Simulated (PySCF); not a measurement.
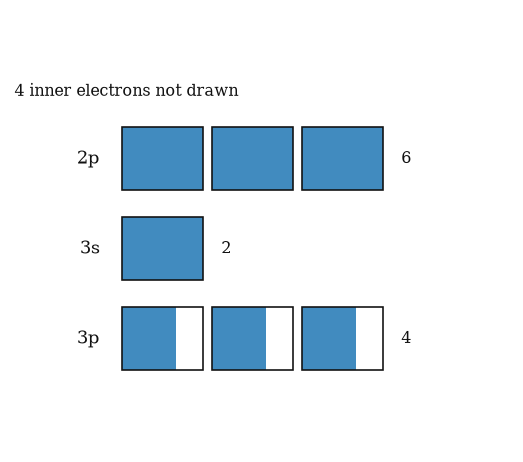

**Figure 1.** The outer shells of the nominal configuration: a box for each of the 2l + 1 orbitals, shaded by the share of the shell that is filled, with the electron count at the right.

## Ar²⁺: atomic calculation

System: Ar²⁺, configuration 1s2 2s2 2p6 3s2 3p4, multiplicity 3.
Method: unrestricted M06-2X, cc-pVTZ-DK, spin-free X2C-1e, Gaussian nucleus (PySCF).

**The input**
```python
from pyscf import gto, scf, dft, mp, cc
import basis_set_exchange as bse
mol = gto.M(atom="Ar 0 0 0", charge=2, spin=2, symmetry="D2h",
            basis=gto.basis.parse(bse.get_basis("cc-pVTZ-DK", elements=["Ar"], fmt="nwchem", header=False)),
            nucmod="G")
mf = dft.UKS(mol, xc="M062X").sfx2c1e()
mf.irrep_nelec = {'Ag': (3, 3), 'B1u': (2, 1), 'B2u': (2, 2), 'B3u': (2, 1)}
mf.kernel()
```

The script is an equivalent of what the driver set up; the driver started from orbitals of its own, so the log can be shorter than this script's would be, and it computed the properties (radii, ⟨L²⟩, response) afterwards. It also set what the script leaves out: ang = 6. It held the occupations shell by shell, which the script's counts by irreducible representation don't always enforce.

Hardware: 1 thread of Arm Neoverse V1, 23 GiB of memory available, shared host.

The run was one of a batch that the task file lists, launched with:
```bash
OMP_NUM_THREADS=1 python <driver script> TASK.json OUT
```

**The program's output (extracts)**
```
damping factor = 0
level_shift factor = 0
DIIS = <class 'pyscf.scf.diis.CDIIS'>
diis_start_cycle = 1
diis_space = 10
diis_damp = 0
SCF conv_tol = 1e-09
SCF conv_tol_grad = None
number electrons alpha = 9  beta = 7
XC functionals = M062X
    Y. Zhao and D. G. Truhlar.,  Theor. Chem. Acc. 120, 215 (2008)
    Y. Zhao and D. G. Truhlar.,  Theor. Chem. Acc. 120, 215 (2008)
cycle= 1 E= -527.913619343512  delta_E= -0.146  |g|= 0.116  |ddm|= 0.419
cycle= 2 E= -527.918610403012  delta_E= -0.00499  |g|= 0.0247  |ddm|= 0.179
cycle= 3 E= -527.918876244893  delta_E= -0.000266  |g|= 0.00428  |ddm|= 0.0332
cycle= 4 E= -527.918884244444  delta_E= -8e-06  |g|= 0.00174  |ddm|= 0.00584
cycle= 5 E= -527.918886486045  delta_E= -2.24e-06  |g|= 0.000548  |ddm|= 0.00317
cycle= 6 E= -527.918886743493  delta_E= -2.57e-07  |g|= 8.56e-05  |ddm|= 0.00113
cycle= 7 E= -527.918886747883  delta_E= -4.39e-09  |g|= 5.07e-06  |ddm|= 0.000235
cycle= 8 E= -527.918886747897  delta_E= -1.41e-11  |g|= 7.14e-07  |ddm|= 1.37e-05
converged SCF energy = -527.918886747897  <S^2> = 2.010219  2S+1 = 3.0068049
```

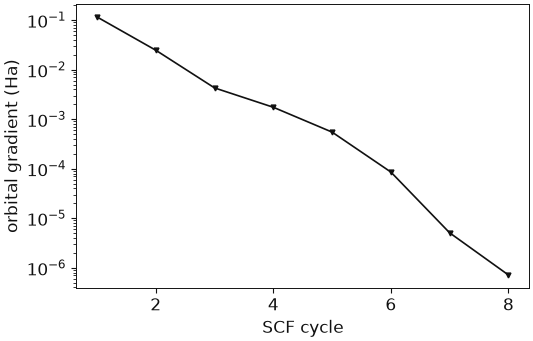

**Figure 2.** Convergence: orbital gradient against the SCF cycle. The residual falls at every step. It goes from 0.12 to 7.1×10⁻⁷ in 8 steps.

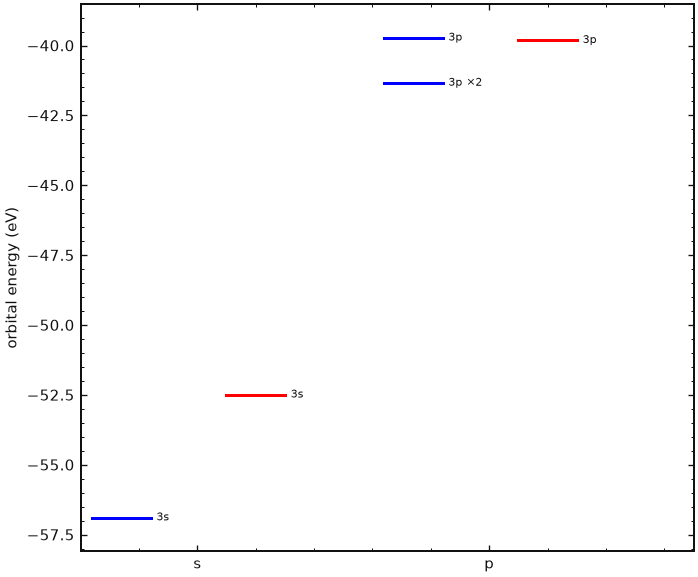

**Figure 3.** Orbital energies of the mean field, from the top down to −56.9 eV, by angular momentum, α spin at the left of each column and β at the right; ×n counts the orbitals under one label. The highest filled orbital is 3p α at −39.7 eV, the lowest empty one p β at −30.4 eV.

**Outcome**

- outcome: converged
- total energy: −527.918887 hartree
- ⟨S²⟩: 2.010
- ⟨L²⟩: 2.91
- SCF iterations: 8

**What is odd here**

One thing in this input was made odd on purpose: grid misses charge; angular grid far too coarse. The program ran to the end. Its numbers are those of this setting; this run alone doesn't show how far the oddity moves them.
